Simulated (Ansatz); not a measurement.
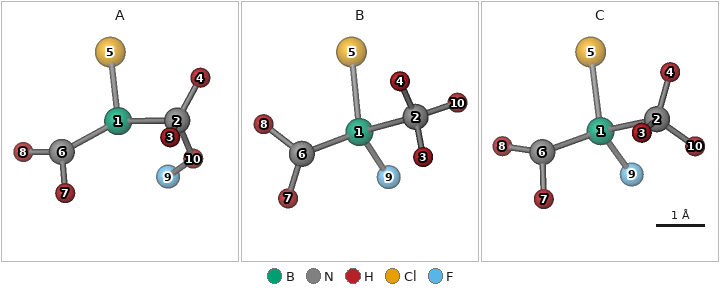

3 geometries from a converged minimum-energy path of BN$_{2}$H$_{5}$ClF, shuffled. The picture is a ball-and-stick view, seen face on.

All numbers below come from Ansatz 0.2.0, RKS PBE0-D4/def2-SVP. Settings: 7 movable images; climbing image; force threshold 0.05 eV/Å; iteration limit 60; starting path through a guess of the saddle point.

**One of them is the converged climbing image. Which?**

A. In order along the path, whose images run from 0 to 8: A (image 2, +16.0 kcal/mol), C (image 4, −13.1 kcal/mol), B (image 8, −15.7 kcal/mol). Breaking: F9–H10 (0.95 → 1.15 at the top → 2.60 Å). Forming: B1–F9 (2.98 → 1.84 at the top → 1.38 Å), N2–H10 (1.75 → 1.27 at the top → 1.02 Å).

Cost: 2.7 min on 2 threads of Intel(R) Xeon(R) 6975P-C (Granite Rapids), on a shared host, peak memory 0.23 GiB.
